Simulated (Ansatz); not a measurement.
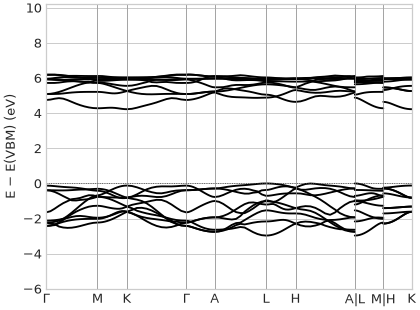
*Band structure from plane-wave PAW r²SCAN (Ansatz code)*

Problem. Read off the gap and where the band edges lie.

Solution. About 4.2 eV (4.23 eV by a search for the band edges); maximum at L, minimum at K.

The material is La2O3 (La2O3 or Ni2Al3 type, P-3m1).

Symmetry was held in the r²SCAN relaxation. Spin–orbit coupling is left out wherever it is not named.

Potentials: the later of the program's two PAW sets.
